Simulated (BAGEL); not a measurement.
**HF/6-31G(d) (density fitting with qzvpp-jkfit, spherical functions) run of GaF3 (SMILES [F][Ga]([F])[F])**

What is the energy change on altering one bond length of GaF3 at HF/6-31G* (density fitting with qzvpp-jkfit, spherical functions)? 

Program for the calculation: BAGEL 1.2.2.

6 further runs of the same task are left out: 4 that didn't finish, 2 set aside as unsound or not needed. Runs told in other sessions of the task aren't counted.

### 1 The system as given

GaF3 has 4 atoms, charge 0, and is taken as a singlet. As SMILES, `[F][Ga]([F])[F]`. The shape comes from GFN2-xTB, which is rough for such elements, and wasn't checked as a minimum.

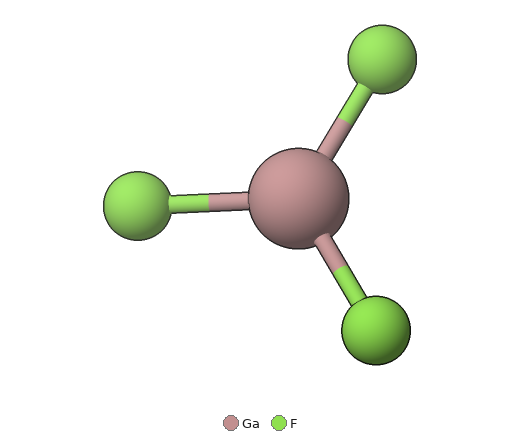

The structure, seen from a chosen angle (gallium pink, fluorine green).

### 2 A single-point energy at HF/6-31G(d) (density fitting with qzvpp-jkfit, spherical functions)

input.json reads:

```json
{ "bagel" : [

{
  "title" : "molecule",
  "basis" : "6-31gs.json",
  "df_basis" : "qzvpp-jkfit",
  "angstrom" : "true",
  "geometry" : [
    { "atom" : "Ga", "xyz" : [      -0.000550,      -0.000780,      -0.000110 ] },
    { "atom" : "F", "xyz" : [       1.731690,      -0.026300,       0.013140 ] },
    { "atom" : "F", "xyz" : [      -0.840770,       1.514130,      -0.017200 ] },
    { "atom" : "F", "xyz" : [      -0.890370,      -1.487050,       0.004170 ] }
  ]
},

{ "title" : "hf" },

{ "title" : "print", "file" : "orbitals.molden", "orbitals" : "true" }

]}
```

The basis set 6-31G* is read from a file made from the Basis Set Exchange's data (not shown).

Started as:

```
$ BAGEL_NUM_THREADS=1 BAGEL input.json > input.out
```

Output:

```text
* using 1 threads per process

  ===============================================================
  ===============================================================

  *** Geometry ***

  { "atom" : "Ga", "xyz" : [     -0.001039,     -0.001474,     -0.000208 ] },
  { "atom" : "F", "xyz" : [      3.272420,     -0.049700,      0.024831 ] },
  { "atom" : "F", "xyz" : [     -1.588825,      2.861291,     -0.032503 ] },
  { "atom" : "F", "xyz" : [     -1.682555,     -2.810117,      0.007880 ] },

  Number of auxiliary basis functions:      497

  Since a DF basis is specified, we compute 2- and 3-index integrals:
    o Being stored without compression. Storage requirement is 0.022 GB

  Number of basis functions:       74
  Number of electrons      :       58

    * METHOD: MOLECULE                             0.25

  *** RHF ***

  === Nuclear Repulsion ===
   298.5262068550

      * DIIS with orbital gradients will be used.

  === RHF iteration (6-31gs.json) ===
      0      -2221.05971263          0.02883672           0.07
      1      -2221.24206284          0.02042346           0.07
      2      -2221.39528116          0.00095967           0.07
      3      -2221.39561619          0.00039670           0.07
      4      -2221.39567039          0.00005654           0.07
      5      -2221.39567243          0.00000814           0.07
      6      -2221.39567249          0.00000219           0.07
      7      -2221.39567249          0.00000039           0.07
      8      -2221.39567249          0.00000012           0.07
      9      -2221.39567249          0.00000004           0.07
     10      -2221.39567249          0.00000001           0.07
    * SCF iteration converged.

    * Permanent dipole moment:
           (    0.002666,     0.003748,     0.000474) a.u.

    * METHOD: HF                                   0.96

    * METHOD: PRINT                                0.01

  ===============================================================
```

Wall time 1.4 s (1 thread of Arm Neoverse V1, shared host).

### 3 The distorted shape at the same level

input.json reads:

```json
{ "bagel" : [

{
  "title" : "molecule",
  "basis" : "6-31gs.json",
  "df_basis" : "qzvpp-jkfit",
  "angstrom" : true,
  "geometry" : [
    { "atom" : "Ga", "xyz" : [    0.671615,   -1.212689,    0.013562 ] },
    { "atom" : "F", "xyz" : [    2.403855,   -1.238209,    0.026812 ] },
    { "atom" : "F", "xyz" : [   -0.840770,    1.514130,   -0.017200 ] },
    { "atom" : "F", "xyz" : [   -0.218205,   -2.698959,    0.017842 ] }
  ]
},
{ "title" : "hf" },
{ "title" : "print", "file" : "orbitals.molden", "orbitals" : true }

]}
```

The basis set 6-31G* is read from a file made from the Basis Set Exchange's data (not shown).

Started as:

```
$ BAGEL_NUM_THREADS=1 BAGEL input.json > input.out
```

Output:

```text
* using 1 threads per process

  ===============================================================
  ===============================================================

  *** Geometry ***

  { "atom" : "Ga", "xyz" : [      1.269168,     -2.291650,      0.025628 ] },
  { "atom" : "F", "xyz" : [      4.542628,     -2.339876,      0.050667 ] },
  { "atom" : "F", "xyz" : [     -1.588825,      2.861291,     -0.032503 ] },
  { "atom" : "F", "xyz" : [     -0.412348,     -5.100293,      0.033716 ] },

  Number of auxiliary basis functions:      497

  Since a DF basis is specified, we compute 2- and 3-index integrals:
    o Being stored without compression. Storage requirement is 0.022 GB

  Number of basis functions:       74
  Number of electrons      :       58

    * METHOD: MOLECULE                             0.24

  *** RHF ***

  === Nuclear Repulsion ===
   252.2130760905

      * DIIS with orbital gradients will be used.

  === RHF iteration (6-31gs.json) ===
      0      -2220.71306316          0.02993399           0.07
      1      -2220.30629472          0.04052187           0.07
      2      -2221.12413936          0.00871390           0.07
      3      -2221.16626569          0.00164170           0.07
      4      -2221.16827534          0.00049502           0.07
      5      -2221.16862940          0.00027578           0.07
      6      -2221.16868873          0.00013212           0.07
      7      -2221.16870455          0.00002648           0.07
      8      -2221.16870548          0.00000936           0.07
      9      -2221.16870557          0.00000261           0.07
     10      -2221.16870557          0.00000114           0.07
     11      -2221.16870558          0.00000067           0.07
     12      -2221.16870558          0.00000020           0.07
     13      -2221.16870558          0.00000008           0.07
     14      -2221.16870558          0.00000005           0.07
     15      -2221.16870558          0.00000004           0.07
     16      -2221.16870558          0.00000002           0.07
     17      -2221.16870558          0.00000001           0.07
     18      -2221.16870558          0.00000001           0.07
    * SCF iteration converged.

    * Permanent dipole moment:
           (   -0.959609,     1.737055,    -0.019146) a.u.

    * METHOD: HF                                   1.51

    * METHOD: PRINT                                0.01

  ===============================================================
```

It took 1.9 s on 1 thread of Arm Neoverse V1, shared host.

### 4 Outcome

At HF/6-31G* (density fitting with qzvpp-jkfit, spherical functions):

```
                                                          quantity           value
                                         first shape: total energy  -2221.39567 Eh
                                        first shape: dipole moment          0.01 D
                                          first shape: HOMO energy       -16.89 eV
                                          first shape: LUMO energy         0.99 eV
                                        first shape: HOMO–LUMO gap        17.89 eV
                                     distorted shape: total energy  -2221.16871 Eh
                                    distorted shape: dipole moment          5.04 D
                                      distorted shape: HOMO energy       -11.01 eV
                                      distorted shape: LUMO energy        -2.84 eV
                                    distorted shape: HOMO–LUMO gap         8.17 eV
energy change with the Ga1–F3 bond stretched from 1.732 to 3.118 Å        6.176 eV
```

**Reading.** With the Ga1–F3 bond stretched from 1.732 to 3.118 Å the energy rises by 6.18 eV (596 kJ/mol). The first shape isn't relaxed at this level, so the change isn't measured from a minimum. A restricted reference can't describe the breaking bond well at this length.
